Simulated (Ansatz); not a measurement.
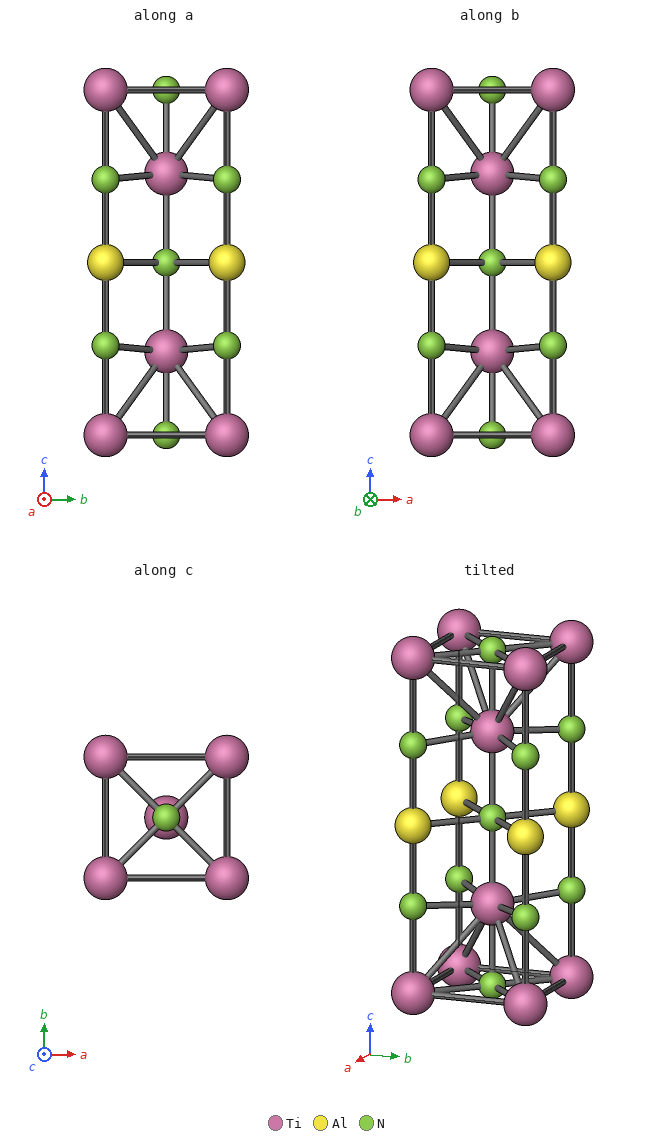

The image is a ball-and-stick drawing of a crystal, viewed along the a axis, along the b axis, along the c axis and slightly off an axis. One conventional unit cell is framed, with atoms on its boundary repeated.

Lattice parameters: a = 2.974 Å, b = 2.974 Å, c = 8.463 Å, α = 90.00°, β = 90.00°, γ = 90.00°. Put a along x and b in the xy plane.

Record the structure as a POSCAR file, with free fractional coordinates to two decimals.

```
Ti Al N
1.0
     2.974    0.000    0.000
     0.000    2.974    0.000
     0.000    0.000    8.463
Ti Al N
3 1 4
Direct
  0.00 0.00 0.00
  0.50 0.50 0.24
  0.50 0.50 0.76
  0.00 0.00 0.50
  0.00 0.00 0.26
  0.50 0.50 0.50
  0.00 0.00 0.74
  0.50 0.50 0.00
```

The structure was taken from a structure type filled with these elements by a generator (whether the compound takes this form wasn't checked). Earlier steps of the study, as a rule a relaxation of our own, may have changed the cell and positions, so they can lie some per cent off the listed ones. It was the input of a calculation with Ansatz.
